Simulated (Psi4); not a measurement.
# NO2F (SMILES O=[N+]([O-])F) at wB97X-V/cc-pVTZ

Aim: the vertical ionisation energy of NO2F at wB97X-V/cc-pVTZ, from 2 runs. 

The calculation is run with Psi4 1.11.

## (1) The structure to begin with

NO2F has 4 atoms, charge 0, and is taken as a singlet. As SMILES, `O=[N+]([O-])F`. The coordinates come from a PBE0-D4/def2-TZVP relaxation.

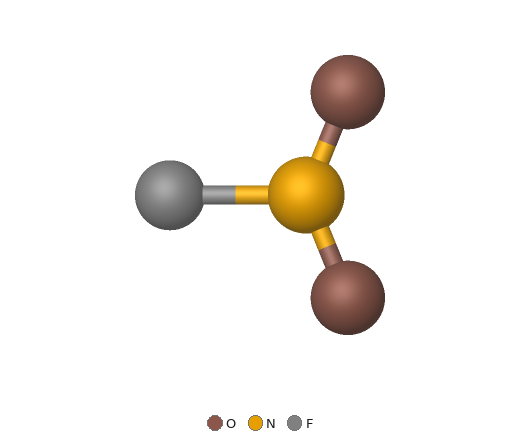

The structure, seen from a chosen angle (oxygen brown, nitrogen amber, fluorine grey).

## (2) The energy at wB97X-V/cc-pVTZ

Contents of input.inp:

```
memory 2.2 GB

molecule mol {
  0 1
  O      0.35581653     0.88803900     2.11696569
  N      0.15064897    -0.13568234     0.16845019
  O      0.90060568    -2.01951251    -0.71219998
  F     -1.40707118     1.26715585    -1.57321590
  units au
  symmetry c1
}

set {
  puream               true
  e_convergence        1e-09
  d_convergence        1e-08
  scf_type             pk
  dft_radial_points    99
  dft_spherical_points 590
}

result = energy('wb97x-v/cc-pVTZ')
```

Launch:

```bash
$ psi4 input.inp input.out -n 1
```

input.out:

```text
[...]
  Running in c1 symmetry.
[...]
  Nuclear repulsion =  124.476506328331524
[...]
  Multiplicity = 1
[...]
  Nalpha       = 16
  Nbeta        = 16
[...]
    Number of basis functions: 120
[...]
   @RKS iter   1:  -304.69011802636612   -7.93634e-02   6.78405e-03 DIIS/ADIIS
[...]
   @RKS iter  12:  -304.90397756848319   -6.59384e-12   5.36746e-09 DIIS
[...]
    Orbital Energies [Eh]
    ---------------------
    Doubly Occupied:
       1A    -24.810957     2A    -19.327505     3A    -19.327475
       4A    -14.770210     5A     -1.498058     6A     -1.337506
       7A     -1.306972     8A     -0.838585     9A     -0.755102
      10A     -0.747994    11A     -0.707106    12A     -0.577876
      13A     -0.557740    14A     -0.512835    15A     -0.492228
      16A     -0.471524
[...]
  @RKS Final Energy:  -304.90397756848319
   => Energetics <=
    Nuclear Repulsion Energy =            124.4765063283315243
    One-Electron Energy =                -666.0618715265404717
    Two-Electron Energy =                 261.2325528712581786
    DFT Exchange-Correlation Energy =     -24.6829147080371243
    Empirical Dispersion Energy =           0.0000000000000000
    VV10 Nonlocal Energy =                  0.1317494665046799
    Total Energy =                       -304.9039775684831852
[...]
 Multipole Moments:
 ------------------------------------------------------------------------------------
     Multipole            Electronic (a.u.)      Nuclear  (a.u.)        Total (a.u.)
 ------------------------------------------------------------------------------------
 L = 1.  Multiply by 2.5417464519 to convert [e a0] to [Debye]
 Dipole X            :         -0.6150898            0.6708565            0.0557667
 Dipole Y            :          0.5539169           -0.6041481           -0.0502313
 Dipole Z            :         -0.6877139            0.7500699            0.0623560
 Magnitude           :                                                    0.0975776
[...]
```

Run time: 71 s. Hardware: 1 thread of Intel Xeon Platinum 8259CL at 2.50GHz (Skylake/Cascade Lake), shared host; peak memory 0.96 GiB.

## (3) The doublet cation, same level

Contents of job.py:

```python
import psi4

psi4.set_memory(2200000000)
psi4.set_num_threads(1)
psi4.set_output_file('output.dat', False)

m = psi4.geometry("""
1 2
O      0.35581653     0.88803900     2.11696569
N      0.15064897    -0.13568234     0.16845019
O      0.90060568    -2.01951251    -0.71219998
F     -1.40707118     1.26715585    -1.57321590
units bohr
symmetry c1
no_reorient
no_com
""")

options = {'basis': 'cc-pVTZ', 'reference': 'uks', 'puream': True, 'e_convergence': 1e-09, 'd_convergence': 1e-08, 'scf_type': 'pk', 'dft_radial_points': 99, 'dft_spherical_points': 590, 'maxiter': 100}
psi4.set_options(options)

e_tot = psi4.energy('WB97X-V')
print(f'WB97X-V energy: {e_tot:.10f} Eh')
```

Launch:

```bash
$ python job.py
```

output.dat:

```text
[...]
  Running in c1 symmetry.
[...]
  Nuclear repulsion =  124.476506328331524
[...]
  Multiplicity = 2
[...]
  Nalpha       = 16
  Nbeta        = 15
[...]
    Number of basis functions: 120
[...]
   @UKS iter   1:  -304.21138045711473    3.99374e-01   5.92826e-03 ADIIS/DIIS
[...]
   @UKS iter  18:  -304.40705614824941   -1.42109e-12   4.65641e-09 DIIS
[...]
   @S^2 Observed:                7.714298374E-01
[...]
    Orbital Energies [Eh]
    ---------------------
    Alpha Occupied:
       1A    -25.147295     2A    -19.740965     3A    -19.740938
       4A    -15.115496     5A     -1.859470     6A     -1.688829
       7A     -1.665348     8A     -1.177887     9A     -1.110473
      10A     -1.095583    11A     -1.066877    12A     -0.922724
      13A     -0.875708    14A     -0.868170    15A     -0.859134
      16A     -0.855695
    Alpha Virtual:
      17A     -0.341508    18A     -0.251029    19A     -0.034201
      20A      0.139488    21A      0.170877    22A      0.218420
      23A      0.235882    24A      0.254462    25A      0.358552
[...]
  @UKS Final Energy:  -304.40705614824941
   => Energetics <=
    Nuclear Repulsion Energy =            124.4765063283315243
    One-Electron Energy =                -654.8724077353451776
    Two-Electron Energy =                 250.2760244897802693
    DFT Exchange-Correlation Energy =     -24.4159554811963737
    Empirical Dispersion Energy =           0.0000000000000000
    VV10 Nonlocal Energy =                  0.1287762501802959
    Total Energy =                       -304.4070561482494099
[...]
 Multipole Moments:
 ------------------------------------------------------------------------------------
     Multipole            Electronic (a.u.)      Nuclear  (a.u.)        Total (a.u.)
 ------------------------------------------------------------------------------------
 L = 1.  Multiply by 2.5417464519 to convert [e a0] to [Debye]
 Dipole X            :          1.7969063           -1.5577201            0.2391861
 Dipole Y            :         -1.6182392            1.4028382           -0.2154010
 Dipole Z            :          2.0091105           -1.7416661            0.2674444
 Magnitude           :                                                    0.4184902
[...]
```

Standard output:

```text
WB97X-V energy: -304.4070561482 Eh
```

It took 1.9 min on 1 thread of Intel Xeon Platinum 8259CL at 2.50GHz (Skylake/Cascade Lake), shared host; peak memory 0.97 GiB.

## (4) Results

At wB97X-V/cc-pVTZ:

| quantity | value |
| --- | --- |
| singlet NO2F: total energy | -304.90398 Eh |
| singlet NO2F: dipole moment | 0.25 D |
| singlet NO2F: HOMO energy | -12.83 eV |
| singlet NO2F: LUMO energy | 0.07 eV |
| singlet NO2F: HOMO–LUMO gap | 12.90 eV |
| doublet cation: total energy | -304.40706 Eh |
| doublet cation: HOMO energy (highest over α and β) | -21.99 eV |
| doublet cation: LUMO energy (lowest over α and β) | -14.21 eV |
| doublet cation: ⟨S²⟩ | 0.771 |
| vertical ionisation energy (to the doublet cation) | 13.522 eV |

In words: The vertical ionisation energy comes to 13.52 eV (312 kcal/mol). The negative HOMO energy of the first species, 12.83 eV, lies 0.69 eV below that difference.
